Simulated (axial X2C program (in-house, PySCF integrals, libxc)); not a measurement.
# Relativistic diatomic calculation, with input and output: GeF

System: GeF, single determinant with Ω = 1/2.
Method: PBE0, two-component X2C with atomic mean-field Coulomb and Gaunt terms, Ge dyall-cv3z, F dyall-av3z (cores contracted) (axial X2C program (in-house, PySCF integrals, libxc)).

## Results in brief

- outcome: converged
- bond length rₑ: 1.754 Å
- ωₑ: 656.4 cm⁻¹
- energy at the minimum: −2197.81300 hartree
- depth below the fragments: 5.22 eV
- hardware: 1 thread of Arm Neoverse V2, 24 GiB of memory available, shared host
- wall time: 3.5 s
- peak memory: 0.67 GiB

## Input file
```
{"zs": [32, 9], "q": 0, "bas": ["dyall-cv3z", "dyall-av3z"], "levels": ["PBE0", "HF", "LDA"], "cc": true, "r0": 1.85, "thr": -1.0, "nmax": 90, "npts": 10, "nst": 2, "ntry": 6}
```

The line is the task of a batch: nuclear charges, charge, bases, the levels to run, a first guess of the distance and further settings. This report covers PBE0 with spin-orbit coupling. The log is that of the reference distance 1.758 Å, started from orbitals converged before.

Launched within a batch (the task file carries these settings):
```bash
python <driver script> task.json out
```

## The program's output
```
two-component X2C + atomic mean field  PBE0
basis functions 162  fitting functions 889  grid points 5076
iter        total energy     max residual
   1      -2197.812994173     6.07e-06
   2      -2197.812994175     2.34e-06
converged
one-electron -3233.54646437  Coulomb 1040.09661715  exact exchange -22.13736648  xc functional -68.18870084  nuclear repulsion 86.69114718  atomic mean-field constant -0.72822682
```

## The points of the curve

| R (Å) | E (hartree) | dipole (D; origin at the first atom, positive when the second is positive) | highest filled (eV) | lowest empty (eV) |
| --- | --- | --- | --- | --- |
| 1.530 | −2197.778534 | −0.45 | −4.59 | −2.58 |
| 1.600 | −2197.798977 | −0.90 | −4.75 | −2.73 |
| 1.653 | −2197.807542 | −1.24 | −4.88 | −2.85 |
| 1.705 | −2197.811873 | −1.58 | −5.00 | −2.96 |
| 1.758 | −2197.812994 | −1.93 | −5.12 | −3.07 |
| 1.819 | −2197.811309 | −2.32 | −5.26 | −3.20 |
| 1.881 | −2197.807285 | −2.71 | −5.39 | −3.32 |
| 1.960 | −2197.799795 | −3.21 | −5.56 | −3.48 |
| 2.057 | −2197.788469 | −3.80 | −5.76 | −3.66 |
| 2.197 | −2197.770064 | −4.63 | −6.03 | −3.92 |

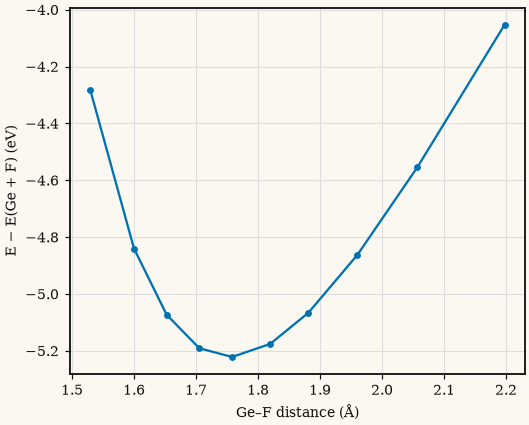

*Energy at 10 bond lengths, for one set of occupations held fixed; the line joins the points.*

A polynomial of degree 6 through 9 points gives rₑ = 1.754 Å, ωₑ = 656.4 cm⁻¹, ωₑxₑ = 3.1 cm⁻¹ and Bₑ = 0.3627 cm⁻¹. The minimum lies 5.22 eV below Ge + F, each computed as one determinant at the same level.

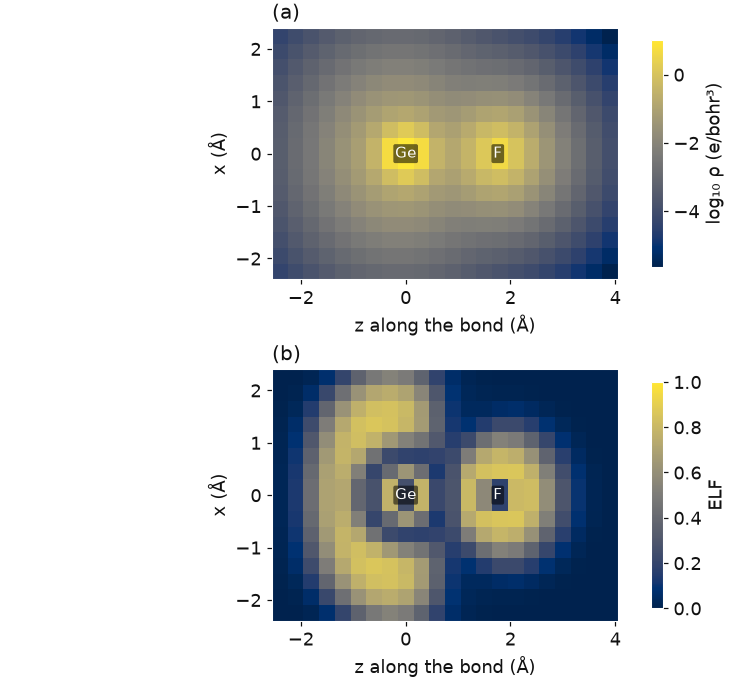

*(a) electron density on a logarithmic scale; (b) electron localisation function, in a plane that holds the axis, at 1.76 Å, on points 0.3 Å apart (one half computed, the other mirrored); the structure near the nuclei is finer than these points.*

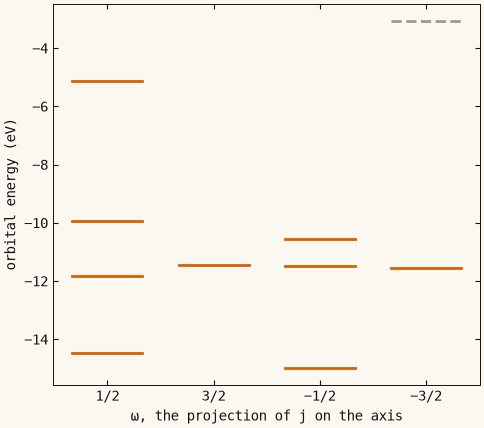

*Orbital energies near the frontier at 1.76 Å, filled (solid) and empty (dashed).*

The highest filled spinor (1/2; 85 % Ge p, 8 % F p) lies at −5.12 eV, the lowest empty one (−3/2; 85 % Ge p, 8 % F p) at −3.07 eV.
